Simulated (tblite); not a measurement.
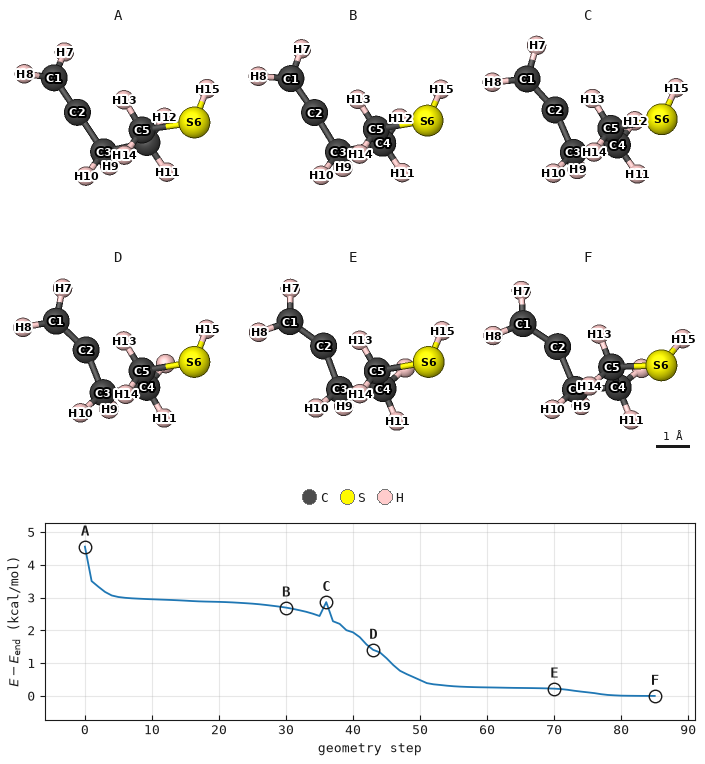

Frames of a relaxation of C5H9S (multiplicity 2), marked on the history of the run. The picture is a ball-and-stick view, seen from a free direction.

Method: GFN2-xTB geometry optimisation, gas phase in tblite. 

### Describe the path.

The atom that moves furthest after the best rigid fit is H8 (0.61 Å). By element the largest moves are H 0.61 Å, C 0.44 Å, S 0.14 Å. Near-neighbour distances that change, for instance: S6–H15 1.351 → 1.331 Å, C4–H11 1.109 → 1.092 Å, C2–C3 1.473 → 1.459 Å, C1–H8 1.080 → 1.094 Å. Among the angles between lasting bonds that change: C1–C2–C3 178.3° → 143.0°, H7–C1–H8 118.1° → 113.8°, S6–C5–H14 108.3° → 104.8°. The energy falls by 4.56 kcal/mol in 85 geometry steps. The run took 0.36 s on 1 thread of Arm Neoverse V2 (shared host). From step 0 to 30: H7 moves most (0.26 Å), energy −1.86 kcal/mol. From step 30 to 36: H7 moves most (0.31 Å), energy +0.17 kcal/mol. From step 36 to 43: H7 moves most (0.16 Å), energy −1.46 kcal/mol. From step 43 to 70: H7 moves most (0.23 Å), energy −1.18 kcal/mol. From step 70 to 85: H15 moves most (0.32 Å), energy −0.22 kcal/mol.

```csv
step,"E − E(0), kcal/mol"
0,0.00
1,-1.05
2,-1.22
3,-1.38
4,-1.49
5,-1.54
6,-1.56
7,-1.58
8,-1.59
9,-1.60
10,-1.61
14,-1.64
18,-1.68
22,-1.70
26,-1.76
30,-1.86
34,-2.05
38,-2.36
42,-2.99
46,-3.62
49,-3.98
53,-4.22
57,-4.28
61,-4.30
65,-4.31
69,-4.33
73,-4.40
77,-4.50
81,-4.55
85,-4.56
```
